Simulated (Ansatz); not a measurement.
H8N4Si

Input file:

```
crystal:
  periodic: [false, false, false]
  atoms:
    - { symbol: Si, position_ang: [0.0, 0.0, 0.0] }
    - { symbol: "N", position_ang: [0.0, 0.0, 1.82] }
    - { symbol: H, position_ang: [-0.877, -0.2713, 2.35] }
    - { symbol: H, position_ang: [0.877, 0.2713, 2.35] }
    - { symbol: "N", position_ang: [1.7163, 0.0, -0.6061] }
    - { symbol: H, position_ang: [2.2145, -0.918, -0.7868] }
    - { symbol: H, position_ang: [2.2175, 0.918, -0.7783] }
    - { symbol: "N", position_ang: [-0.8572, 1.4851, -0.6061] }
    - { symbol: H, position_ang: [-1.8773, 1.43, -0.8888] }
    - { symbol: H, position_ang: [-0.3367, 2.4058, -0.6766] }
    - { symbol: "N", position_ang: [-0.8572, -1.4851, -0.6061] }
    - { symbol: H, position_ang: [-1.3922, -2.1014, 0.0704] }
    - { symbol: H, position_ang: [-0.8219, -1.7344, -1.6357] }
basis:
  gaussian: { orbitals: "6-31G" }
hamiltonian:
  xc: lda
relax:
  f_tol: 0.02
  max_steps: 40
output:
  orbitals: {}
```

Launched as:

```sh
ansatz run input.yaml --threads 1 --pin off --max-ram 2048MiB --backend cpu --events-out ev --progress --plain --runs-dir out
```

The fields are those of the relaxed geometry.

Method: RKS LDA/6-31G in Ansatz.

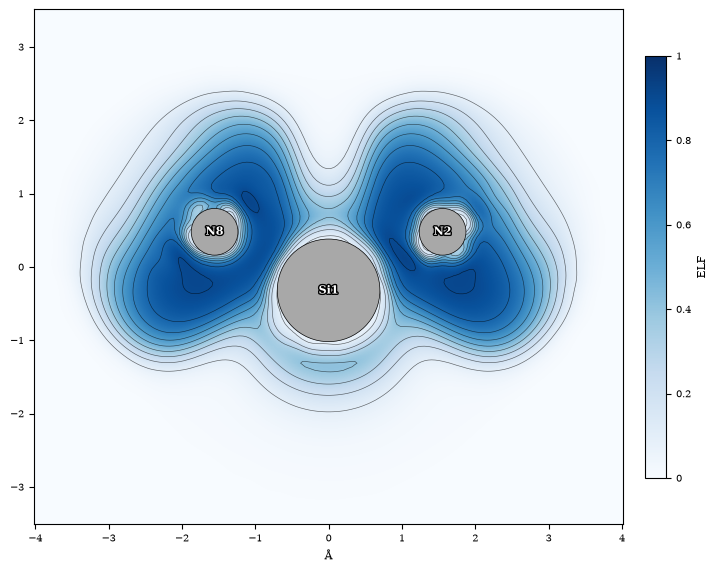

Figure 1. Electron localisation function on the plane of atoms N2, Si1 and N8. Grey discs cover the atomic cores.

What does the map show?

Answer. Atoms in the plane: Si and N. Si–N (1.75 Å): the ELF peaks at about 0.90 between the atoms (a shared but strongly polarised pair). The ELF also peaks beside N8 and N2, away from the bonds: lone-pair regions.

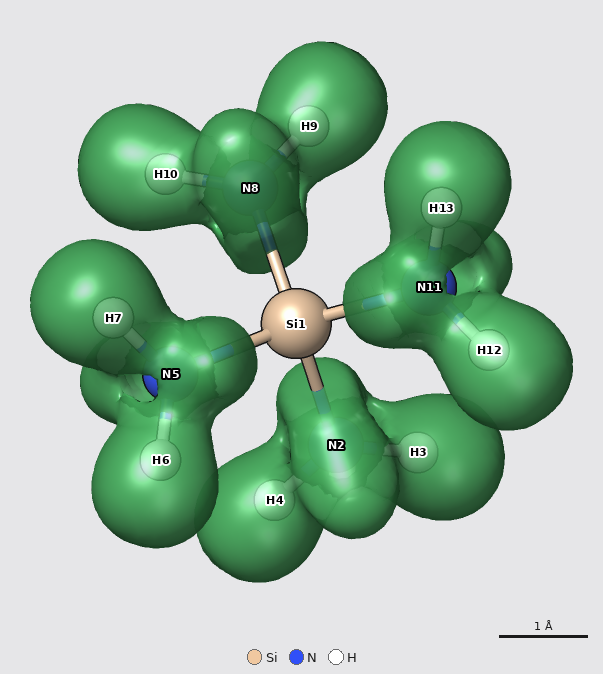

Figure 2. Isosurface of the ELF at 0.75 (green), seen across its widest extent. Only the valence region is drawn (cores and ρ < 0.01 e/Å³ removed).

What do the ELF domains correspond to?

Answer. The surface consists of four joined regions spread over several atoms (H, N), in which their bonds and any lone pairs are merged. Profiles from the grid: N–H (1.02 Å): the ELF climbs to about 1 towards the hydrogen, as it does in any bond to H (a covalent bond by its length).

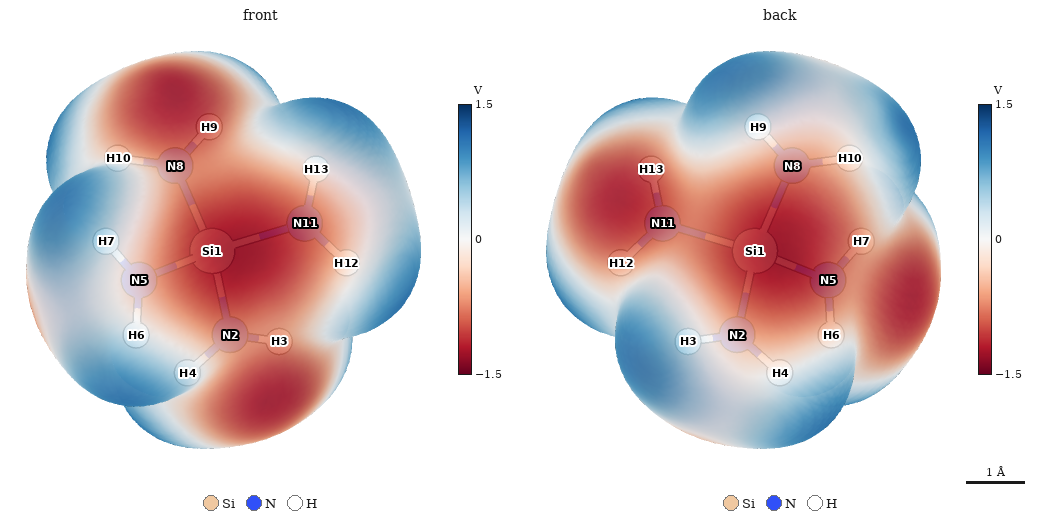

Figure 3. The electrostatic potential painted on the density surface at 0.001 e/bohr³, seen from the front and from behind; red is negative and blue positive.

Which sites attract a positive test charge, and which a negative one?

Answer. A positive charge is drawn to the negative regions and a negative charge to the positive ones. The most negative region (about −1.3 V) lies over N5 and N11, the most positive (about +1.1 V) over the H atoms.
